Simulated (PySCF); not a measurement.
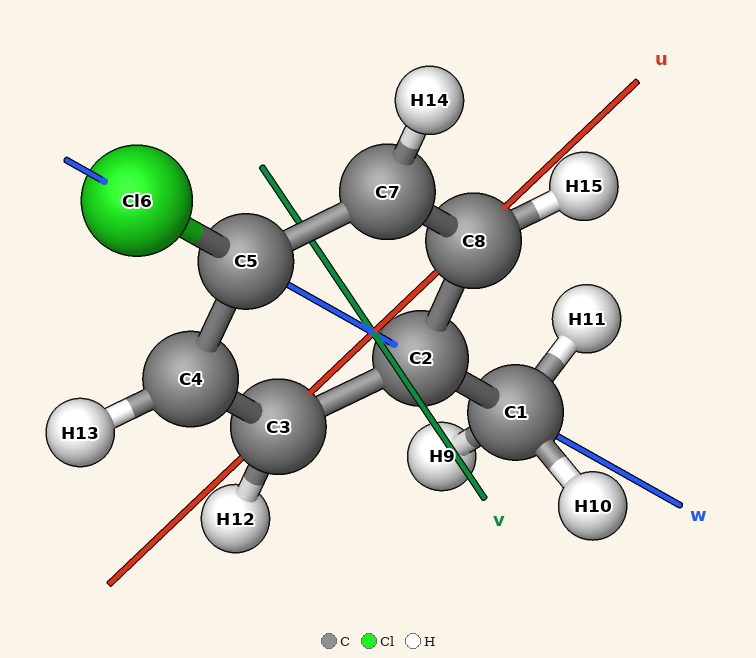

The lines u, v and w are the principal axes of the static dipole polarisability. The computed structure is the end point of a GFN2-xTB optimisation. No frequency run is at hand to confirm it as a minimum. Computed with PBE0/def2-SVPD (PySCF 2.14.0).

> Along which axis is the molecule most polarisable, and along which least?

Most along w (nearly parallel to the C1–C2 bond), least along v.

> Give the three principal values.

u 93.2, v 58.5, w 131.8 bohr³; mean 94.5, anisotropy 63.4 bohr³.
